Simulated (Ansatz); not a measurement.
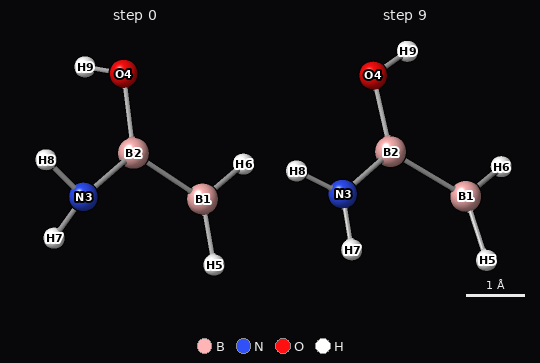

The structure of B$_{2}$NH$_{5}$O before (left) and after (right) a relaxation, at one scale.

A ball-and-stick model, seen at a tilt.

The run prepares the start of a later molecular dynamics calculation, from a guessed geometry.

Level of theory: RKS PBE0-D4/def2-SVP in Ansatz 0.2.0. Set-up: no spin polarisation; force threshold 0.02 eV/Å; at most 40 steps.

> Summarise the run.

H9 moves most after the best rigid fit: 0.96 Å. By element the largest moves are H 0.96 Å, O 0.36 Å, N 0.25 Å, B 0.23 Å. Near-neighbour distances that change, for instance: B2–N3 1.508 → 1.406 Å, B1–B2 1.625 → 1.723 Å, O4–H9 1.038 → 0.960 Å, B1–H6 1.254 → 1.215 Å. Among the angles between lasting bonds that change: B2–N3–H8 109.3° → 122.8°, B2–N3–H7 110.2° → 122.6°, B2–O4–H9 106.1° → 111.6°. Groups turn about B2–O4 by about 90°. The energy falls by 32.9 kcal/mol in 9 geometry steps. Largest force component: 3.1 eV/Å at the start, 0.015 eV/Å at the end. Cost: 38 s on 1 thread of Arm Neoverse N1 (shared host), peak memory 0.13 GiB.
